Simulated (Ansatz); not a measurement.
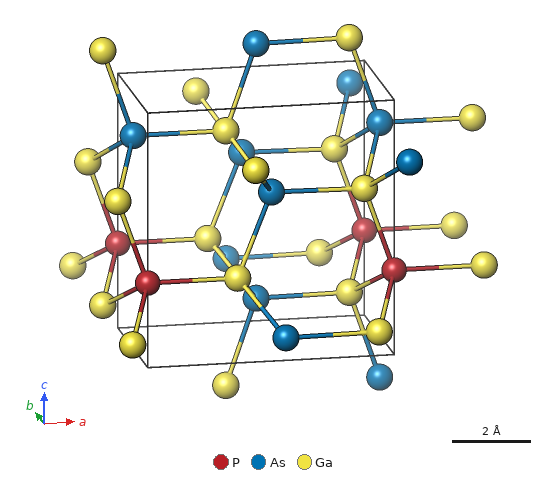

A ball-and-stick rendering, viewed slightly off an axis. The conventional unit cell is drawn as a box. Atoms outside the box are added where they are bonded to one inside.

Ga₄As₃P, space group Pm (No. 6), a = 6.522 Å, b = 3.957 Å, c = 6.848 Å, α = 90.00°, β = 90.00°, γ = 90.00°. It goes back to a structure type filled with these elements by a generator (whether the compound takes this form wasn't checked). Earlier steps of the study may have refined or changed the cell and positions. It went into a calculation with Ansatz.

This one geometry was computed with Ansatz (DFT, plane waves, PAW) at five levels of theory: PBE, HSE06, r2SCAN, PBE with spin-orbit coupling and PBE0. It was relaxed beforehand with r2SCAN.

Question: Which level gives the highest pressure at this volume, and what does that say about its equilibrium volume?

Answer: Highest: PBE (2.7 GPa) and PBE with spin-orbit coupling (2.7 GPa), which points to the largest equilibrium volume. Lowest, with the smallest volume: r2SCAN (0.0 GPa) and PBE0 (0.3 GPa). Levels within 0.5 GPa of each other can't be told apart.

Question: How does the band gap change with the level of theory?

Answer: PBE with spin-orbit coupling: a gap of 0.65 eV, direct; PBE: a gap of 0.73 eV, direct; r2SCAN: a gap of 1.17 eV, direct; HSE06: a gap of 1.56 eV, direct; PBE0: a gap of 2.22 eV, direct.

Question: Collect the results in a table.

Answer:
| level | cutoff (eV) | k-mesh of the run's cell | gap (eV) | pressure (GPa) |
| --- | --- | --- | --- | --- |
| PBE | 420 | 4×6×4 | 0.73 | 2.7 |
| HSE06 | 420 | 2×4×2 | 1.56 | 0.5 |
| r2SCAN | 500 | 4×6×4 | 1.17 | 0.0 |
| PBE with spin-orbit coupling | 420 | 4×6×4 | 0.65 | 2.7 |
| PBE0 | 420 | 2×4×2 | 2.22 | 0.3 |

Gaps are taken on the k-mesh or band path of each run.
